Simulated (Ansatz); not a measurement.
Cl₂H₂OSi···HCl

```xyz
8

Si   -0.7737    0.0993   -0.7233
Cl    3.0644    0.4037    1.2418
Cl   -1.3977   -1.5612   -1.7192
Cl   -2.4023    1.2533   -0.3302
H     0.2050    0.8429   -1.5224
H     1.8242    0.0937    1.0563
O    -0.0194   -0.3167    0.6659
H    -0.5004   -0.8151    1.3311
```

The product side of a reaction path; geometry: PBE0-D4/def2-TZVP.

Theory: Ansatz, RKS PBE0-D4/def2-TZVPP.

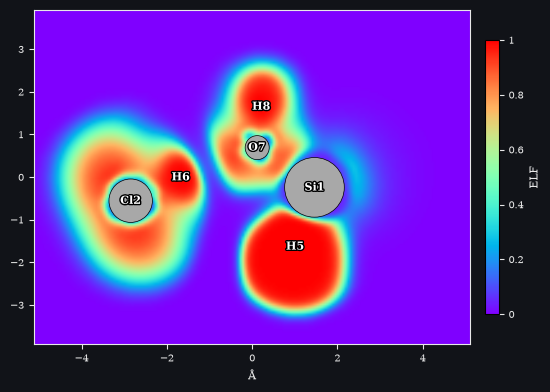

Figure 1. ELF on the plane of atoms Si1, O7 and H8. Grey discs cover the atomic cores.

What do the fields say about this system?

The section cuts through Si, Cl, H and O sites. O7···H6 (1.93 Å): the ELF dips to about 0.10 between them. Si–O (1.63 Å): the ELF peaks at about 0.85 between the atoms: a shared but strongly polarised pair. O–H (0.96 Å): the ELF climbs to about 1 towards the hydrogen, as it does in any bond to H; a covalent bond by its length. Cl–H (1.29 Å): the ELF climbs to about 1 towards the hydrogen. Si–H (1.47 Å): the ELF climbs to about 1 towards the hydrogen. The ELF also peaks beside Cl2, away from the bonds: lone-pair regions.

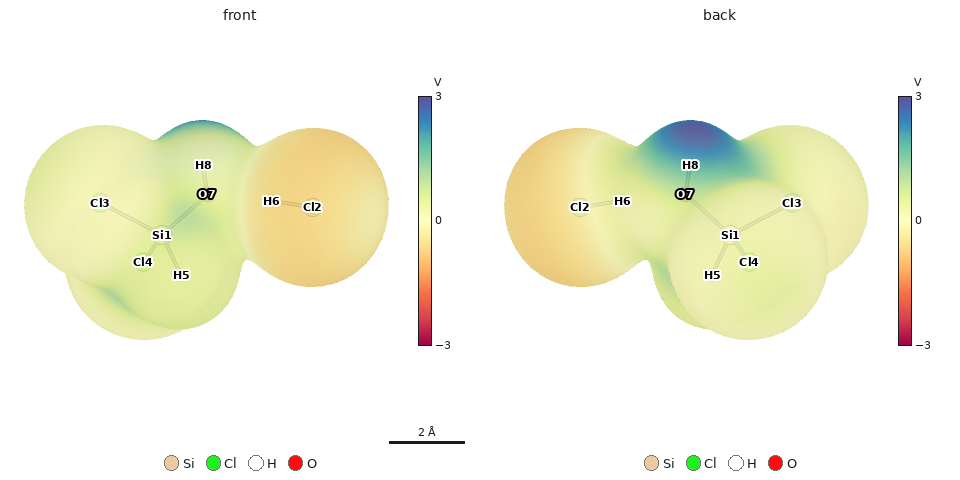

Figure 2. The electrostatic potential painted on the density surface at 0.001 e/bohr³, seen from the front and from behind; the colour scale runs from red (negative) to blue (positive).

Describe the electrostatic potential map.

The most negative region (about −0.7 V, or −16 kcal/mol for a unit charge) lies over Cl2, the most positive (about +2.8 V, or +65 kcal/mol for a unit charge) over H8.

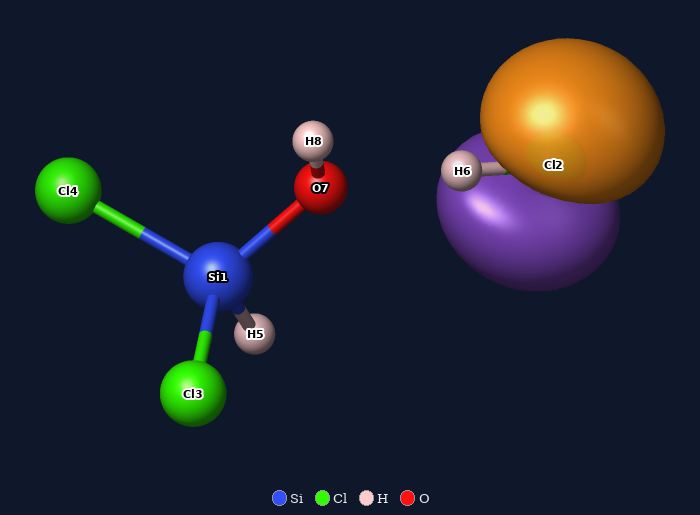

Figure 3. The HOMO−1 at ±0.15 Å⁻³ᐟ² (orange and purple are the two phases), seen at an oblique angle.

Describe this orbital and give its energy.

It lies mainly on Cl2 (about 95 %); largely a lone pair of Cl2. Its energy is −8.98 eV.

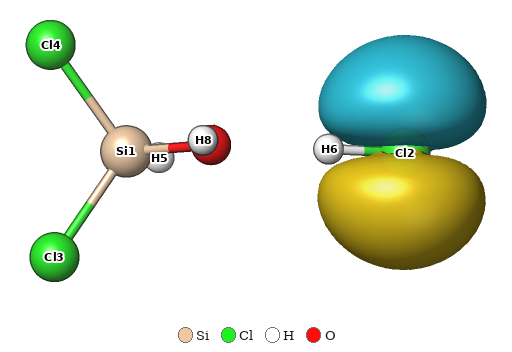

Figure 4. The HOMO at ±0.1 Å⁻³ᐟ² (yellow and cyan are the two phases), seen from one side.

What is the character of this orbital?

Its weight (Hirshfeld) is mainly on Cl2 (about 95 %); largely a lone pair of Cl2. Its energy is −8.96 eV.
